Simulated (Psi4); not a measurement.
# ULDA0/STO-3G run of CH3FSn (SMILES [CH3][Sn][F])

Aim: the vertical ionisation energy of CH3FSn at ULDA0/STO-3G, from 2 runs. 

Program for the calculation: Psi4 1.11.

1 further run of the same task is left out (set aside as unsound or not needed).

### Step 1. The molecule

CH3FSn: 6 atoms, total charge 0, spin state singlet. SMILES: `[CH3][Sn][F]`. The shape is that of a PBE0-D4/def2-TZVP optimisation.

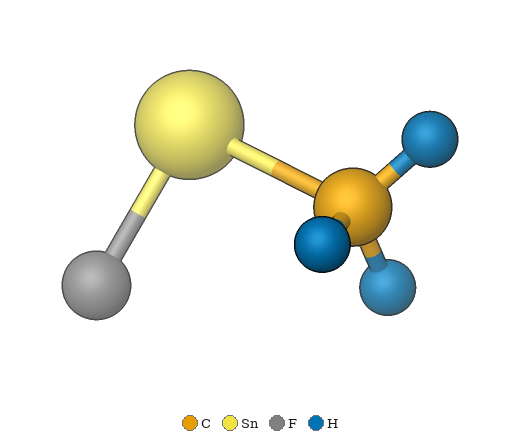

Viewed from a chosen angle; carbon amber, tin yellow, fluorine grey, hydrogen blue.

### Step 2. The energy at ULDA0/STO-3G

File calc.py:

```python
import psi4

psi4.set_memory(1600000000)
psi4.set_num_threads(1)
psi4.core.set_output_file('run.log', False)

m = psi4.geometry("""
0 1
C     -0.389800     0.421200    -0.282900
Sn     0.257100    -0.620500     1.513600
F      1.621600    -1.634100     0.554100
H     -0.684900    -0.317800    -1.033900
H      0.458100     0.979400    -0.691900
H     -1.220000     1.107700    -0.105200
""")

options = {'basis': 'STO-3G', 'reference': 'uks', 'scf_type': 'direct'}
psi4.set_options(options)

E = psi4.energy("lda0")
print(f'total energy {E:.8f} hartree = {E * 27.211386:.5f} eV')
```

The run is started by

```console
$ python calc.py
```

run.log:

```text
[...]
  Running in c1 symmetry.
[...]
  Nuclear repulsion =  247.233487967658505
[...]
  Multiplicity = 1
[...]
  Nalpha       = 34
  Nbeta        = 34
[...]
    Number of basis functions: 40
[...]
   @DF-UKS iter   1: -6212.47277716032750   -2.56375e+00   1.62289e-02 ADIIS/DIIS
[...]
   @UKS iter  14: -6097.35500849153505   -3.71339e-07   5.36201e-07 DIIS
[...]
   @S^2 Observed:                8.526512829E-14
[...]
    Orbital Energies [Eh]
    ---------------------
    Alpha Occupied:
       1A   -1019.009689     2A   -149.174399     3A   -141.885239
       4A   -141.884663     5A   -141.884067     6A    -27.563585
       7A    -24.900448     8A    -24.898097     9A    -24.895861
      10A    -24.208245    11A    -16.977753    12A    -16.977411
      13A    -16.975742    14A    -16.973942    15A    -16.973679
      16A     -9.868838    17A     -4.028787    18A     -2.922594
      19A     -2.914112    20A     -2.905317    21A     -1.011071
      22A     -0.628177    23A     -0.500019    24A     -0.497149
      25A     -0.491479    26A     -0.490554    27A     -0.485292
      28A     -0.339003    29A     -0.336253    30A     -0.314413
      31A     -0.216312    32A     -0.188345    33A     -0.178218
      34A     -0.096002
[...]
  @UKS Final Energy: -6097.35500849153505
   => Energetics <=
    Nuclear Repulsion Energy =            247.2334879676585047
    One-Electron Energy =               -8934.9535133940335072
    Two-Electron Energy =                2719.3273645914991903
    DFT Exchange-Correlation Energy =    -128.9623476566592615
    Empirical Dispersion Energy =           0.0000000000000000
    VV10 Nonlocal Energy =                  0.0000000000000000
    Total Energy =                      -6097.3550084915350453
[...]
 Multipole Moments:
 ------------------------------------------------------------------------------------
     Multipole            Electronic (a.u.)      Nuclear  (a.u.)        Total (a.u.)
 ------------------------------------------------------------------------------------
 L = 1.  Multiply by 2.5417464519 to convert [e a0] to [Debye]
 Dipole X            :          1.5743143           -1.6144213           -0.0401070
 Dipole Y            :         -3.9722480            4.0191758            0.0469277
 Dipole Z            :         10.1149772          -10.1524151           -0.0374380
 Magnitude           :                                                    0.0721968
[...]
```

The script printed:

```text
total energy -6097.35500849 hartree = -165917.48072 eV
```

It took 5.7 s on 1 thread of Intel Xeon Platinum 8259CL at 2.50GHz (Skylake/Cascade Lake), shared host; peak memory 0.23 GiB.

### Step 3. The doublet cation, same level

File job.in:

```
memory 1.6 GB

molecule m {
  1 2
  C     -0.389800     0.421200    -0.282900
  Sn     0.257100    -0.620500     1.513600
  F      1.621600    -1.634100     0.554100
  H     -0.684900    -0.317800    -1.033900
  H      0.458100     0.979400    -0.691900
  H     -1.220000     1.107700    -0.105200
  units angstrom
}

set reference uks
set scf_type direct

energy("lda0/STO-3G")
```

The run is started by

```console
$ psi4 -n 1 job.in job.out
```

job.out:

```text
[...]
  Running in c1 symmetry.
[...]
  Nuclear repulsion =  247.233487967658505
[...]
  Multiplicity = 2
[...]
  Nalpha       = 34
  Nbeta        = 33
[...]
    Number of basis functions: 40
[...]
   @DF-UKS iter   1: -6211.84925822246441   -1.94023e+00   2.71055e-02 ADIIS/DIIS
[...]
   @UKS iter  21: -6097.15549491746515   -2.08302e-08   5.62773e-07 DIIS
[...]
   @S^2 Observed:                7.550951394E-01
[...]
    Orbital Energies [Eh]
    ---------------------
    Alpha Occupied:
       1A   -1019.371226     2A   -149.533116     3A   -142.244196
       4A   -142.243553     5A   -142.243328     6A    -27.918962
       7A    -25.255689     8A    -25.253082     9A    -25.251873
      10A    -24.554989    11A    -17.333109    12A    -17.332593
      13A    -17.331611    14A    -17.329602    15A    -17.329572
      16A    -10.151169    17A     -4.375791    18A     -3.267107
      19A     -3.259774    20A     -3.256392    21A     -1.311522
      22A     -0.889039    23A     -0.843701    24A     -0.841571
      25A     -0.839454    26A     -0.834329    27A     -0.826977
      28A     -0.603202    29A     -0.577416    30A     -0.576353
      31A     -0.517020    32A     -0.478465    33A     -0.477231
      34A     -0.412706
[...]
  @UKS Final Energy: -6097.15549491746515
   => Energetics <=
    Nuclear Repulsion Energy =            247.2334879676585047
    One-Electron Energy =               -8912.8400953141754144
    Two-Electron Energy =                2697.0573600058523880
    DFT Exchange-Correlation Energy =    -128.6062475768000866
    Empirical Dispersion Energy =           0.0000000000000000
    VV10 Nonlocal Energy =                  0.0000000000000000
    Total Energy =                      -6097.1554949174651483
[...]
 Multipole Moments:
 ------------------------------------------------------------------------------------
     Multipole            Electronic (a.u.)      Nuclear  (a.u.)        Total (a.u.)
 ------------------------------------------------------------------------------------
 L = 1.  Multiply by 2.5417464519 to convert [e a0] to [Debye]
 Dipole X            :          1.2712913           -1.6144213           -0.3431300
 Dipole Y            :         -3.7312845            4.0191758            0.2878913
 Dipole Z            :         10.2686246          -10.1524151            0.1162094
 Magnitude           :                                                    0.4627356
[...]
```

It took 7.2 s on 1 thread of Intel Xeon Platinum 8259CL at 2.50GHz (Skylake/Cascade Lake), shared host; peak memory 0.23 GiB.

### Step 4. Outcome

Level: ULDA0/STO-3G.

| quantity | value |
| --- | --- |
| singlet CH3FSn: total energy | -6097.35501 Eh |
| singlet CH3FSn: dipole moment | 0.18 D |
| singlet CH3FSn: HOMO energy | -2.61 eV |
| singlet CH3FSn: LUMO energy | 1.41 eV |
| singlet CH3FSn: HOMO–LUMO gap | 4.02 eV |
| doublet cation: total energy | -6097.15549 Eh |
| doublet cation: HOMO energy (highest over α and β) | -11.23 eV |
| doublet cation: LUMO energy (lowest over α and β) | -8.19 eV |
| doublet cation: ⟨S²⟩ | 0.755 |
| vertical ionisation energy (to the doublet cation) | 5.429 eV |

The vertical ionisation energy comes to 5.43 eV (125 kcal/mol). The negative HOMO energy of the first species, 2.61 eV, lies 2.82 eV below that difference. In a minimal basis such a difference can be off by several eV, whatever the method. Relativity is left out (singlet CH3FSn) although the molecule holds a heavy atom. Relativity is left out (doublet cation) although the molecule holds a heavy atom.
